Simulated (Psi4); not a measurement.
# SnH2F2 (SMILES [F][SnH2][F]) at DLPNO-MP2/def2-SVP (density fitting, core potential, density fitting for correlation, pno convergence loose, sweep point 1)

What is the energy change on altering one bond length of SnH2F2 at DLPNO-MP2/def2-SVP (density fitting, core potential, density fitting for correlation, pno convergence loose, sweep point 1)? 

Program for the calculation: Psi4 1.11.

## 1. The structure to begin with

SnH2F2: 5 atoms, total charge 0, spin state singlet. SMILES: `[F][SnH2][F]`. The shape is that of a PBE0-D4/def2-TZVP optimisation.

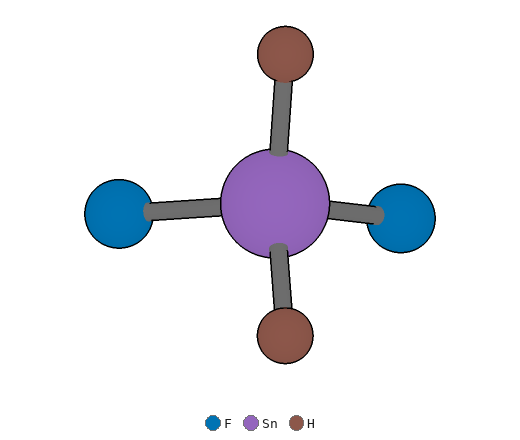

The structure, seen from a chosen angle (fluorine blue, tin purple, hydrogen brown).

## 2. A single-point energy at DLPNO-MP2/def2-SVP (density fitting, core potential, density fitting for correlation, pno convergence loose, sweep point 1)

input.dat reads:

```
memory 1600 MB

molecule geom {
  0 1
  F     -0.64912092    -0.67330942     3.29076907
  Sn     0.24358570    -0.13832795    -0.16289439
  F     -2.32663080     2.09891881    -1.34624089
  H     -0.16516206    -2.92359529    -1.68015550
  H      2.99181440     1.49685206    -0.17952398
  units bohr
  symmetry c1
}

set basis def2-SVP
set puream true
set scf_type df
set num_frozen_docc 6
set pno_convergence loose

result, w = energy("dlpno-mp2", return_wfn=True)
print_variables()
```

Command:

```bash
$ psi4 input.dat output.dat -n 1
```

output.dat:

```text
[...]
    !!!  WARNING: ECP capability is in beta. Please check occupations closely.  !!!
[...]
  Running in c1 symmetry.
[...]
  Nuclear repulsion =  144.609737176078340
[...]
  Multiplicity = 1
[...]
  Nalpha       = 21
  Nbeta        = 21
[...]
    Number of basis functions: 64
[...]
   @DF-RHF iter   1:  -413.15783845695171   -2.40685e+00   8.22193e-03 ADIIS/DIIS
[...]
    Orbital Energies [Eh]
    ---------------------
    Doubly Occupied:
       1A    -26.239195     2A    -26.239178     3A     -5.929901
       4A     -4.122099     5A     -4.120970     6A     -4.118221
       7A     -1.518051     8A     -1.509888     9A     -1.388146
      10A     -1.387181    11A     -1.383951    12A     -1.376339
      13A     -1.361749    14A     -0.728635    15A     -0.625111
      16A     -0.621325    17A     -0.621276    18A     -0.603862
      19A     -0.590709    20A     -0.550272    21A     -0.490880
[...]
  @DF-RHF Final Energy:  -413.25619537156939
   => Energetics <=
    Nuclear Repulsion Energy =            144.6097371760783403
    One-Electron Energy =                -944.6779877001970362
    Two-Electron Energy =                 386.8120551525492488
    Total Energy =                       -413.2561953715693903
[...]
 Multipole Moments:
 ------------------------------------------------------------------------------------
     Multipole            Electronic (a.u.)      Nuclear  (a.u.)        Total (a.u.)
 ------------------------------------------------------------------------------------
 L = 1.  Multiply by 2.5417464519 to convert [e a0] to [Debye]
 Dipole X            :         13.3645645          -12.1669827            1.1975818
 Dipole Y            :         -6.5695301            5.9808578           -0.5886723
 Dipole Z            :         -8.7617491            7.9766790           -0.7850702
 Magnitude           :                                                    1.5482482
[...]
  @LMP2 iter   6:  -0.489557017397 -1.491e-09  2.035e-07
[...]
```

Wall time 4.2 s (1 thread of Intel Xeon Platinum 8375C at 2.90GHz (Ice Lake), shared host); peak memory 0.22 GiB.

## 3. The distorted shape, same level

input.inp reads:

```
memory 1600 MB

molecule m {
  F      0.63593441    -1.79188744     3.88241776
  Sn     1.52864104    -1.25690598     0.42875429
  F     -2.32663080     2.09891881    -1.34624089
  H      1.11989328    -4.04217331    -1.08850681
  H      4.27686974     0.37827404     0.41212470
  units au
  symmetry c1
}

set {
  reference       rhf
  puream          true
  scf_type        df
  num_frozen_docc 6
  pno_convergence loose
}

energy('dlpno-mp2/def2-SVP')
```

Command:

```bash
$ psi4 -n 1 input.inp input.out
```

input.out:

```text
[...]
    !!!  WARNING: ECP capability is in beta. Please check occupations closely.  !!!
[...]
  Running in c1 symmetry.
[...]
  Nuclear repulsion =  122.577260793564051
[...]
  Multiplicity = 1
[...]
  Nalpha       = 21
  Nbeta        = 21
[...]
    Number of basis functions: 64
[...]
   @DF-RHF iter   1:  -412.97035521895089   -2.35975e+00   9.15976e-03 DIIS/ADIIS
[...]
    Orbital Energies [Eh]
    ---------------------
    Doubly Occupied:
       1A    -26.280700     2A    -26.109274     3A     -5.990679
       4A     -4.183305     5A     -4.180011     6A     -4.176748
       7A     -1.555532     8A     -1.448849     9A     -1.445798
      10A     -1.443575    11A     -1.440924    12A     -1.422438
      13A     -1.316375    14A     -0.747308    15A     -0.653508
      16A     -0.644730    17A     -0.613841    18A     -0.538784
      19A     -0.460159    20A     -0.459526    21A     -0.419260
[...]
  @DF-RHF Final Energy:  -413.12058188830736
   => Energetics <=
    Nuclear Repulsion Energy =            122.5772607935640508
    One-Electron Energy =                -900.3330414381035780
    Two-Electron Energy =                 364.6351987562321710
    Total Energy =                       -413.1205818883073562
[...]
 Multipole Moments:
 ------------------------------------------------------------------------------------
     Multipole            Electronic (a.u.)      Nuclear  (a.u.)        Total (a.u.)
 ------------------------------------------------------------------------------------
 L = 1.  Multiply by 2.5417464519 to convert [e a0] to [Debye]
 Dipole X            :         19.8537049          -17.3203858            2.5333191
 Dipole Y            :        -12.2100841           10.4666440           -1.7434401
 Dipole Z            :         -5.7974823            5.6040153           -0.1934669
 Magnitude           :                                                    3.0813501
[...]
  @LMP2 iter   7:  -0.502308876688 -2.270e-09  2.533e-07
[...]
```

It took 3.6 s on 1 thread of Intel Xeon Platinum 8375C at 2.90GHz (Ice Lake), shared host; peak memory 0.22 GiB.

## 4. Summary of results

Level: DLPNO-MP2/def2-SVP (density fitting, core potential, density fitting for correlation, pno convergence loose, sweep point 1), 6 core orbitals frozen.

| quantity | value |
| --- | --- |
| first shape: total energy | -413.74585 Eh |
| first shape: HOMO energy (Hartree–Fock orbitals) | -13.36 eV |
| first shape: LUMO energy (Hartree–Fock orbitals) | 2.53 eV |
| first shape: HOMO–LUMO gap (Hartree–Fock orbitals) | 15.89 eV |
| first shape: correlation energy (6 core orbitals frozen) | -489.7 mEh |
| distorted shape: total energy | -413.62299 Eh |
| distorted shape: HOMO energy (Hartree–Fock orbitals) | -11.41 eV |
| distorted shape: LUMO energy (Hartree–Fock orbitals) | -0.61 eV |
| distorted shape: HOMO–LUMO gap (Hartree–Fock orbitals) | 10.80 eV |
| distorted shape: correlation energy (6 core orbitals frozen) | -502.4 mEh |
| energy change with the Sn2–F3 bond stretched from 1.909 to 2.863 Å | 3.343 eV |

With the Sn2–F3 bond stretched from 1.909 to 2.863 Å the energy rises by 3.34 eV (323 kJ/mol). The first shape isn't relaxed at this level, so the change isn't measured from a minimum.
